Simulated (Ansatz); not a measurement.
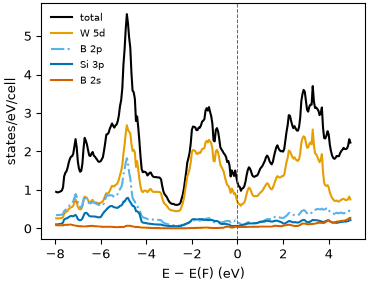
Figure: Total and projected density of states of SiB₂W₂ in space group Cmmm (No. 65; Si on 2a, W on 4j, B on 4i), plane-wave PAW r²SCAN (Ansatz code)

### Question
Which orbitals carry the states next to the Fermi level?

### Answer
Within 0.5 eV of the Fermi level: W 5d 64 %, B 2p 12 %, Si 3s 9 %, Si 3p 7 %. Projections are on Löwdin-orthogonalised atomic valence shells; empty p or d shells of many metals are not among them.

### Question
Where is the tallest occupied peak in this window, and what makes it?

### Answer
Near -4.8 eV, about 5.6 states/eV per cell; the largest projected share is W 5d.

The start of the workflow was typed in or built on a structure type; neither database checked (COD, Materials Project) lists it. Its standing as an ambient phase is unchecked. The cell was relaxed with r²SCAN under the symmetry of its start; its stability against distortions is not shown here. No spin polarisation was allowed. Spin–orbit coupling is left out wherever it is not named.

Potentials: the earlier of the program's two PAW sets.
